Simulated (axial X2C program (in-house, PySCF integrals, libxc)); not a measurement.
# CSiO: bond lengths and stretches, held linear

How do method and spin–orbit coupling move the bonds and stretches of CSiO, held linear?

The runs use an in-house X2C program for linear molecules on PySCF integrals; all-electron X2C, two-component (2c) or spin-free, C dyall-v3z, Si dyall-v3z, O dyall-av3z.

All values are calculated.

2 further runs of the same task are left out: 2 set aside as unsound or not needed.

## 1. Set-up

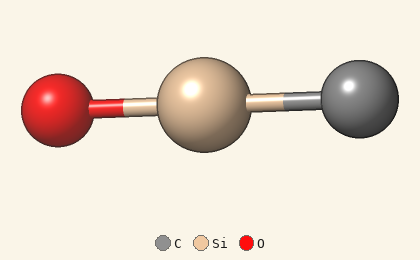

The atoms on one line, bonds 1.740 and 1.640 Å (carbon grey, silicon light orange, oxygen red).

Contents of task.json:

```json
{"zs": [6, 14, 8], "q": 0, "bas": ["dyall-v3z", "dyall-v3z", "dyall-av3z"], "r0": [1.74, 1.64], "symm": 0, "scan": ["PBE0", "HF", "BHandHLYP"], "levels": ["PBE0", "HF", "r2SCAN"], "nst": 2}
```

Keys: zs atomic numbers; q charge; bas basis sets; r0 starting distance in Å; symm equal bonds; scan levels of the two-bond scan (MP2 follows by itself at each HF point); levels methods; nst determinants followed.

Command:

```
$ python solin.py task.json out
```

Masses C 12.000, Si 27.977, O 15.995 u.

## 2. Scan at PBE0, 2c

State: Ω = 1 (beyond evenly filled blocks: ω = -1/2, ω = 3/2). Energies above the lowest point, from the job's result record:

```tsv
r(C–Si) (Å)	r(Si–O) (Å)	E (meV)
1.7969	1.4801	62.68
1.7969	1.5180	18.00
1.7969	1.5559	56.41
1.8430	1.4801	43.57
1.8430	1.5180	0.00
1.8430	1.5559	39.58
1.8430	1.5939	145.90
1.8891	1.4801	60.47
1.8891	1.5180	17.92
1.8891	1.5559	58.59
1.9352	1.5180	62.99
1.9352	1.5939	213.23
```

A quadratic surface with cubic terms in each bond gives the minimum at 1.841 and 1.518 Å, force constants 2.73, 9.29 and coupling 0.10 mdyn/Å.

## 3. Scan at HF, 2c

State: Ω = 1 (beyond evenly filled blocks: ω = -1/2, ω = 3/2). Energies above the lowest point, from the job's result record:

```tsv
r(C–Si) (Å)	r(Si–O) (Å)	E (meV)
1.7969	1.4801	10.81
1.7969	1.5180	54.22
1.7969	1.5559	181.91
1.8430	1.4801	0.00
1.8430	1.5180	44.59
1.8430	1.5559	173.68
1.8430	1.5939	370.28
1.8891	1.4801	15.27
1.8891	1.5180	60.79
1.8891	1.5559	191.04
1.9352	1.5180	92.41
1.9352	1.5939	422.61
```

A quadratic surface with cubic terms in each bond gives the minimum at 1.836 and 1.481 Å, force constants 2.07, 11.3 and coupling 0.10 mdyn/Å.

## 4. Scan at BHandHLYP, 2c

State: Ω = 1 (beyond evenly filled blocks: ω = -1/2, ω = 3/2). Energies above the lowest point, from the job's result record:

```tsv
r(C–Si) (Å)	r(Si–O) (Å)	E (meV)
1.7969	1.4801	10.70
1.7969	1.5180	7.95
1.7969	1.5559	87.98
1.8430	1.4801	1.67
1.8430	1.5180	0.00
1.8430	1.5559	81.18
1.8430	1.5939	228.68
1.8891	1.4801	24.19
1.8891	1.5180	23.50
1.8891	1.5559	105.75
1.9352	1.5180	69.27
1.9352	1.5939	302.30
```

A quadratic surface with cubic terms in each bond gives the minimum at 1.831 and 1.500 Å, force constants 2.56, 10.2 and coupling 0.10 mdyn/Å.

## 5. The levels side by side

| level | r(C–Si) (Å) | r(Si–O) (Å) | lower stretch (cm⁻¹) | upper stretch (cm⁻¹) |
| --- | --- | --- | --- | --- |
| PBE0, 2c | 1.841 | 1.518 | 686.2 | 1272.4 |
| HF, 2c | 1.836 | 1.481 | 603.3 | 1387.5 |
| BHandHLYP, 2c | 1.831 | 1.500 | 666.9 | 1324.7 |
| MP2, 2c | 1.849 | 1.536 | 700.2 | 1237.5 |
| PBE0, spin-free | 1.841 | 1.518 | 686.4 | 1272.4 |
| HF, spin-free | 1.836 | 1.481 | 603.5 | 1387.4 |
| BHandHLYP, spin-free | 1.830 | 1.499 | 667.1 | 1324.7 |
| MP2, spin-free | 1.849 | 1.536 | 700.3 | 1237.6 |

Scans not shown above were run alike.

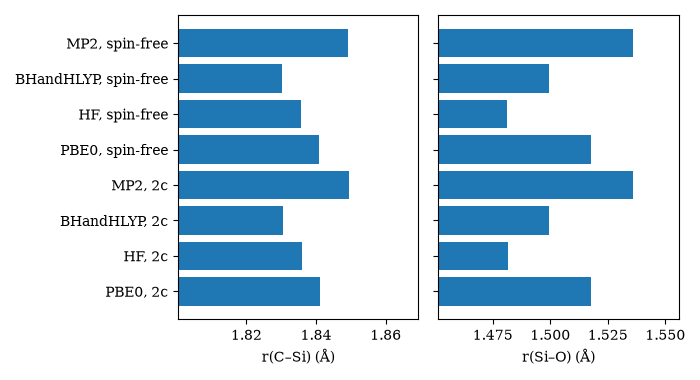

The two bond lengths by level.

What this shows: Over the levels the C–Si bond spans 1.830 to 1.849 Å and the Si–O bond 1.481 to 1.536 Å. At PBE0 spin–orbit coupling leaves both bonds unchanged to 0.001 Å. Each state is one determinant, the lowest of a limited PBE0 search; the stretches come from a fit to few points and are good to some per cent at best. MP2 freezes inner shells (threshold -2 hartree). The molecule was held linear; bending was not examined, so a bent shape may lie lower. Open-shell Ω = 0 determinants with evenly filled partner blocks cannot be reached by this program, so the Ω shown need not be the lowest component. Note: several unpaired electrons, one determinant need not be a pure state.
